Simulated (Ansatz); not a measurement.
Take TiAl (space group P4/mmm, No. 123; a = 2.768 Å, c = 3.996 Å) as the base.

Structures relaxed with LDA (Ansatz, a quantum-chemistry and plane-wave program, PAW, no spin-orbit coupling).

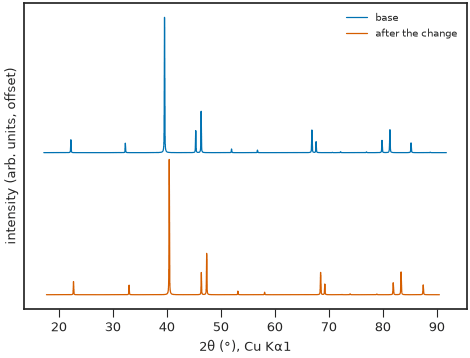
Fig. 1. Simulated powder patterns before (top) and after one change

### Question
Which of these changes matches the shifts?
(A) pressure 9 GPa
(B) pressure −1 GPa
(C) pressure 15 GPa
(D) pressure 4.5 GPa

### Answer
A, pressure 9 GPa. Its volume per atom is 14.37 Å³ against 15.30 Å³, and its space group is P4/mmm (No. 123).

Load acts through the strain it causes; cell and atoms are relaxed under it. Stability against distortions was not tested. Competing high-pressure phases were not computed. All final runs are without spin polarisation.
